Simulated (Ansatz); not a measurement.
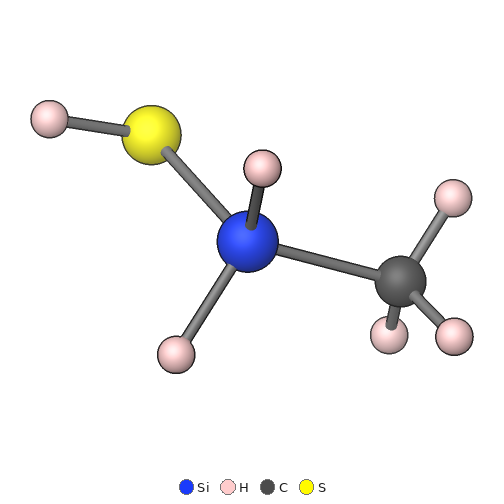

Every bond is drawn as one stick, whatever its order.

The computed structure is the end point of a PBE0-D4/def2-TZVP optimisation.

What does the picture show?

The molecule is CH₆SSi. This geometry has Cs symmetry. Coordination: 1 Si tetrahedral; 1 C tetrahedral; 1 S bent.

The parts below concern this one geometry. Atoms keep their numbers from picture to picture.

Geometry

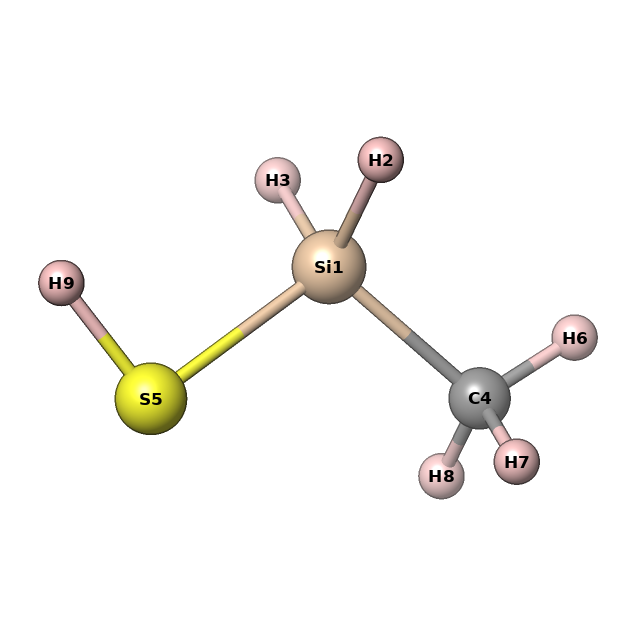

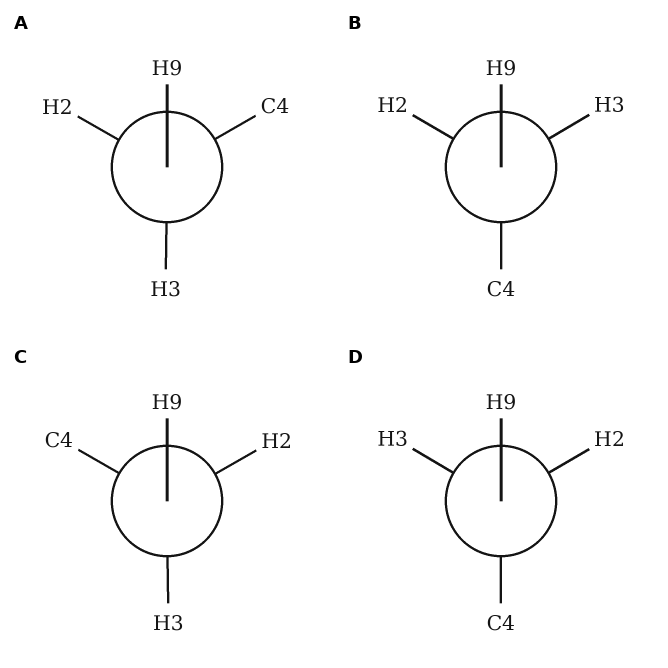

Distant atoms are faded towards the background colour. Bonds that would overlap in a projection are set slightly apart.

> Which Newman projection shows the view along S5–Si1, with S5 in front?

D. The torsion angle H9–S5–Si1–C4 is 180°, antiperiplanar (anti).

Electronic properties

Properties computed with RKS PBE0-D4/def2-TZVPP (Ansatz 0.2.0).

> What is the LUMO energy (Kohn–Sham orbital)?

0.37 eV.

> Estimate the dispersion correction.

−14.0 kJ/mol.

> What is the HOMO energy (Kohn–Sham orbital)?

−7.31 eV.

Charges

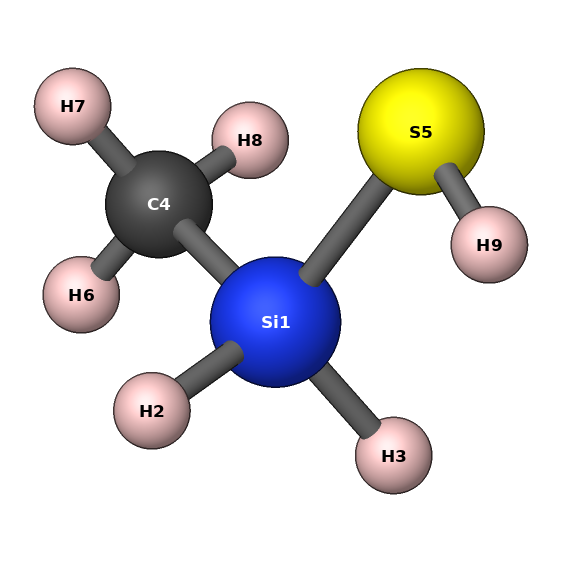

The questions are on Mulliken charges. Properties computed with RKS PBE0-D4/def2-TZVP (Ansatz 0.2.0).

List the Mulliken charges.

| atom | value (e) |
| --- | --- |
| Si1 | 0.28 |
| H2 | −0.02 |
| H3 | −0.02 |
| C4 | −0.50 |
| S5 | −0.34 |
| H6 | 0.14 |
| H7 | 0.15 |
| H8 | 0.15 |
| H9 | 0.17 |

Vibrations

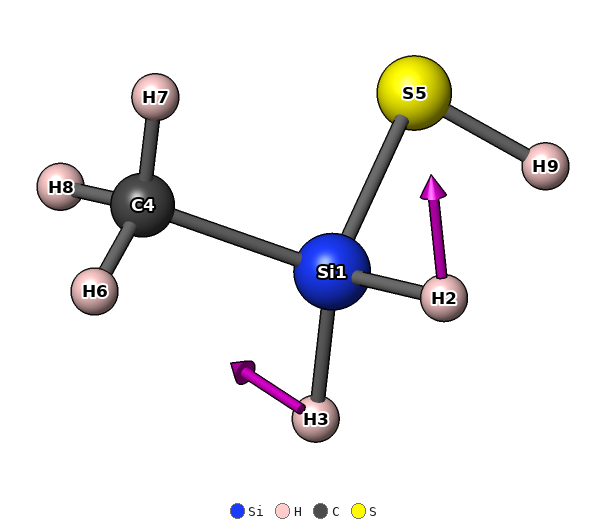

The arrows show one normal mode. Harmonic vibrations computed with RKS PBE0-D4/def2-TZVP (Ansatz 0.2.0) at a stationary point of the same level.

> Describe the motion.

Mostly H–Si–H bending.

> Estimate its harmonic wavenumber.

969 cm⁻¹; it is mode 12 of 21 counted from the lowest.

Mulliken values depend strongly on the basis set and can even reverse the polarity of a bond.
